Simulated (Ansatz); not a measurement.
**Response to strain in Cu**

Consider Cu in the fcc (Cu type) structure (space group Fm-3m, No. 225; a = 3.577 Å; relaxed with 0.1 eV smearing). Axes: x, y, z lie along the cube axes.

Strains are applied to the cell and any free atomic positions relax; under biaxial strain the out-of-plane vector relaxes too.

Level of theory: r2SCAN, PAW, 500 eV (Ansatz, a first-principles code; no spin-orbit coupling).

Notes on the quantities. energy relative to the base: free energy F.

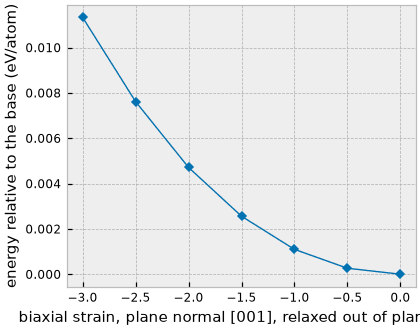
Figure: Energy relative to the base against biaxial strain, plane normal [001], relaxed out of plane

From the plot, what is the energy relative to the base for biaxial strain −2.50 %, plane normal [001], relaxed out of plane?

About 0.0076 eV/atom.

Is the trend monotonic over the range shown?

Yes, it falls throughout, spanning 0 meV/atom to +11 meV/atom.

Stability against distortions was not tested. All final runs are without spin polarisation.
